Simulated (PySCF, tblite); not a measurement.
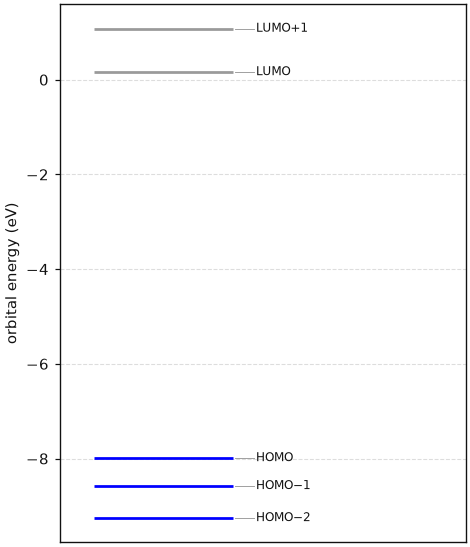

Kohn-Sham orbital energies near the frontier, CAM-B3LYP/def2-SVPD, PySCF, at a GFN2-xTB geometry (a minimum by its frequencies), isolated molecule; empty levels in grey, levels within 0.03 eV side by side.

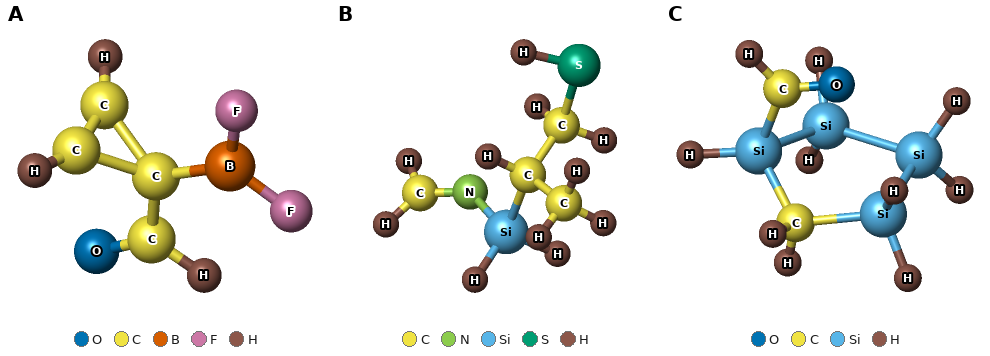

### Which molecule has this level scheme? The candidates are drawn in the second picture.

Structure B, C₄H₁₁NSSi, SMILES C=N[SiH2][C@@H](C)CS. HOMO −7.99 eV, LUMO 0.16 eV, separation 8.15 eV.

Known limits of this run: the tight-binding geometry is rougher than a DFT one and adds to the error; one conformer of a flexible molecule; empty levels above zero depend strongly on the basis.
